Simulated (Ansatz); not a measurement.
# C₃H₁₀FNSi (SMILES CCC(N)(F)[SiH3]): what the fields show

Input file:

```
crystal:
  periodic: [false, false, false]
  atoms:
    - { symbol: C, position_ang: [0.2007, -1.8175, -0.6808] }
    - { symbol: C, position_ang: [0.9778, -0.5461, -0.3376] }
    - { symbol: C, position_ang: [0.1494, 0.7306, -0.013] }
    - { symbol: "N", position_ang: [-0.5996, 1.1382, -1.1236] }
    - { symbol: F, position_ang: [1.0945, 1.7349, 0.0945] }
    - { symbol: Si, position_ang: [-0.7851, 0.7096, 1.6302] }
    - { symbol: H, position_ang: [-0.4574, -1.5873, -1.5598] }
    - { symbol: H, position_ang: [0.8545, -2.5913, -0.9448] }
    - { symbol: H, position_ang: [-0.4778, -2.0729, 0.1821] }
    - { symbol: H, position_ang: [1.656, -0.3234, -1.1541] }
    - { symbol: H, position_ang: [1.6356, -0.7921, 0.5224] }
    - { symbol: H, position_ang: [-0.0602, 1.1995, -1.9293] }
    - { symbol: H, position_ang: [-1.0168, 2.1169, -0.9649] }
    - { symbol: H, position_ang: [0.0945, 0.4309, 2.7998] }
    - { symbol: H, position_ang: [-1.4669, 1.9829, 1.8789] }
    - { symbol: H, position_ang: [-1.8222, -0.3354, 1.6444] }
basis:
  gaussian: { orbitals: cc-pVDZ }
hamiltonian:
  xc: pbe
  dispersion: d4
relax:
  f_tol: 0.015
  max_steps: 40
output:
  orbitals: {}
```

Command:

```sh
ansatz run input.yaml --threads 2 --pin off --max-ram 3072MiB --backend cpu --events-out ev --progress --plain --runs-dir out
```

The fields are those of the relaxed geometry.

These are results of Ansatz, RKS PBE-D4/cc-pVDZ, not measurements.

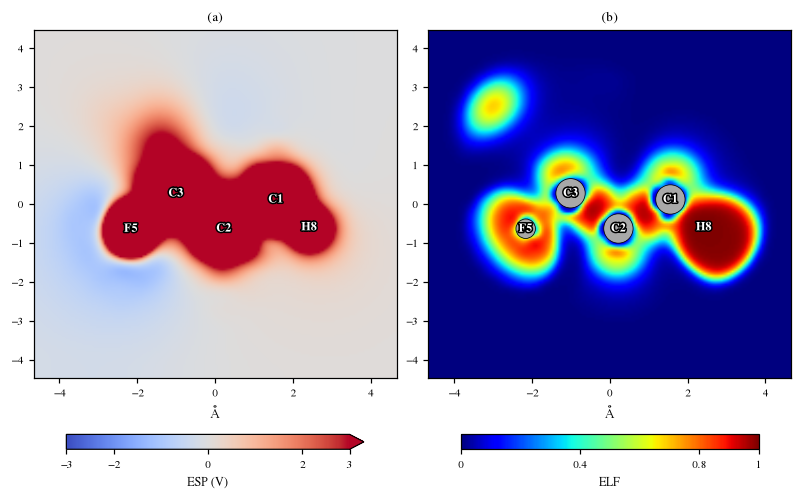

Figure 1. (a) electrostatic potential; (b) ELF on the plane of atoms C2, C1 and H8. Grey discs cover the atomic cores in the ELF map.

**What does the map show?**

The section cuts through C, F and H sites. C–F (1.47 Å): the ELF peaks at about 0.80 between the atoms; a polar covalent bond. C–C (1.53 Å): the ELF peaks at about 0.95 between the atoms: a shared electron pair. C–H (1.11 Å): the ELF climbs to about 1 towards the hydrogen, as it does in any bond to H: a covalent bond by its length. The ELF also peaks beside F5, away from the bonds: lone-pair regions. Outside the dense part of the molecule the potential is most negative (−1.3 V) near F5.

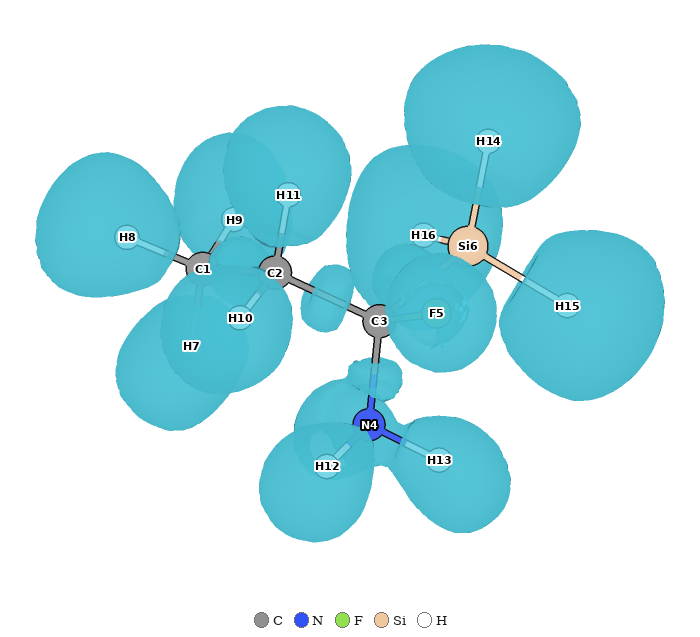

Figure 2. Isosurface of the electron localisation function at 0.8 (cyan), seen at a tilt. Core shells and regions of very low density are left out.

**Describe the localisation domains.**

The surface consists of two regions between bonded C–C atoms (shared pairs), one region between bonded C–Si atoms (shared pairs), eight regions around hydrogen nuclei, one region wrapped around F (its lone pairs, merged into a ring or cap) and one joined region spread over several atoms (H, N), in which their bonds and any lone pairs are merged.


C–N (1.42 Å): the ELF peaks at about 0.90 between the atoms; localised, covalent bonding.

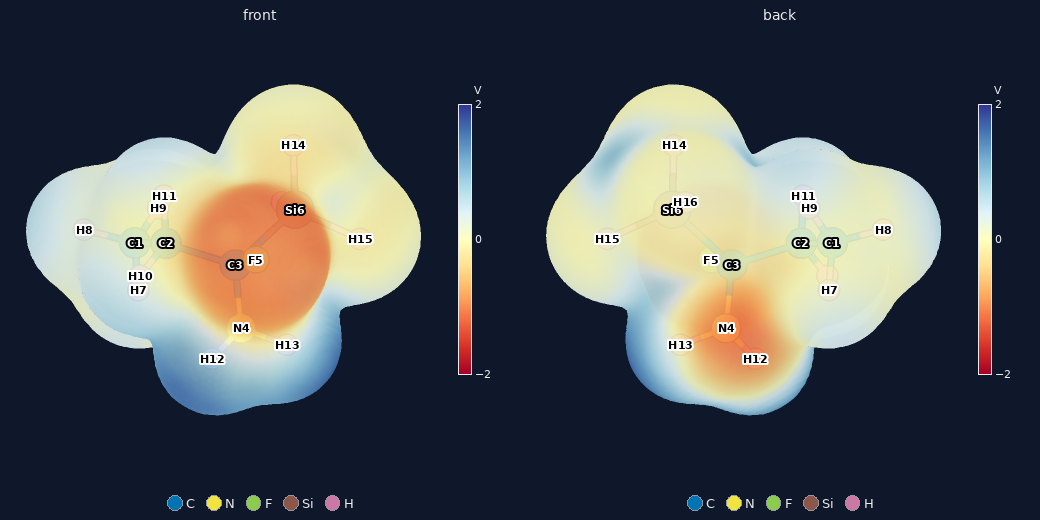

Figure 3. The electrostatic potential painted on the density surface at 0.002 e/bohr³, seen from the front and from behind; red is negative and blue positive.

**Which sites attract a positive test charge, and which a negative one?**

A positive charge is drawn to the negative regions and a negative charge to the positive ones. The most negative region (about −1.1 V) lies over N4 and F5, the most positive (about +1.6 V) over H12 and H13.
